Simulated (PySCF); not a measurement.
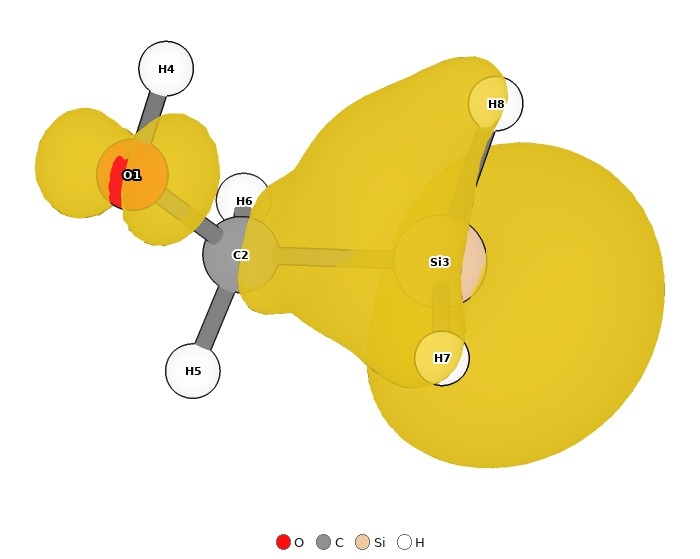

The picture shows: CH₅OSi (doublet). Isosurfaces of the spin density (α minus β) at +0.015 (yellow) and −0.015 e/Å³ (cyan), seen at a tilt.

Geometry: GFN2-xTB.

Method: PySCF, UKS B3LYP, pcH-1 on C H O Si, non-relativistic, mean-field spin-orbit, GIAO.

```xyz
8

O    -1.2202    0.2193    0.7990
C    -0.5654   -0.4669   -0.2681
Si    1.2898   -0.0210   -0.3011
H    -1.1692    1.1655    0.6308
H    -0.7117   -1.5260   -0.0525
H    -1.0769   -0.2543   -1.2155
H     2.0117   -0.5299    0.8541
H     1.4509    1.4227   -0.4713
```

### Describe the spin distribution.

The unpaired spin (1 electron) lies mostly on Si3 (about 0.8), in electrons by Hirshfeld's partition. Only one sign reaches the isovalue.
